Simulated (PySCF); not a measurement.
| atom | x (Å) | y (Å) | z (Å) |
| --- | --- | --- | --- |
| B | 2.0955 | -0.3067 | 0.1558 |
| C | 0.8230 | 0.1288 | -0.6509 |
| B | 0.0891 | -1.2121 | -1.0452 |
| C | -1.2292 | -1.2905 | -0.1876 |
| C | -1.1478 | -0.1121 | 0.7997 |
| C | -0.1953 | 0.8697 | 0.1754 |
| C | -0.2595 | 2.1845 | 0.2924 |
| H | 2.0496 | -0.4270 | 1.3182 |
| H | 3.0927 | -0.5338 | -0.4119 |
| H | 1.1415 | 0.6987 | -1.5266 |
| H | 0.4374 | -1.9780 | -1.8546 |
| H | -2.0908 | -1.1541 | -0.8488 |
| H | -1.4024 | -2.2397 | 0.3227 |
| H | -2.1171 | 0.3386 | 1.0143 |
| H | -0.7240 | -0.4566 | 1.7469 |
| H | 0.4547 | 2.8340 | -0.1865 |
| H | -1.0245 | 2.6684 | 0.8767 |

Geometry: GFN2-xTB.

The calculation used CAM-B3LYP/def2-SVPD, SCF density, gas phase in PySCF 2.14.0.

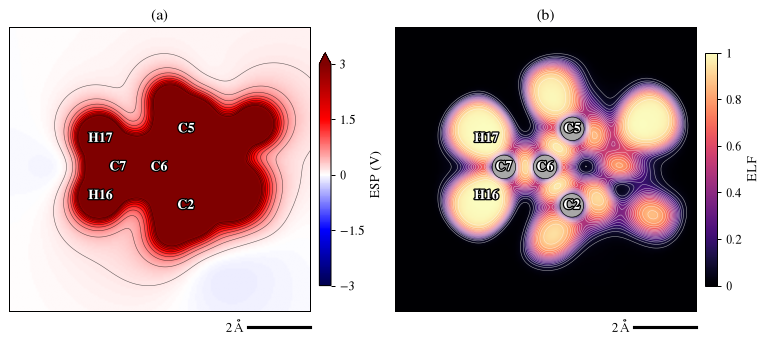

C$_{5}$H$_{10}$B$_{2}$ (SMILES B[C@H]1BCCC1=C). (a) electrostatic potential; (b) electron localisation function on the plane of atoms C2, C6 and C5. Grey discs cover the atomic cores in the ELF map.

Interpret the plot.

Answer. Atoms in the plane: C and H.
C–C (1.32 Å): the ELF peaks at about 0.95 between the atoms: a multiple bond.
C–H (1.08 Å): the ELF climbs to about 1 towards the hydrogen, as it does in any bond to H: a covalent bond by its length.
C–C (1.50 Å): the ELF peaks at about 0.95 between the atoms; a shared electron pair.
The potential has no marked negative region in this plane.
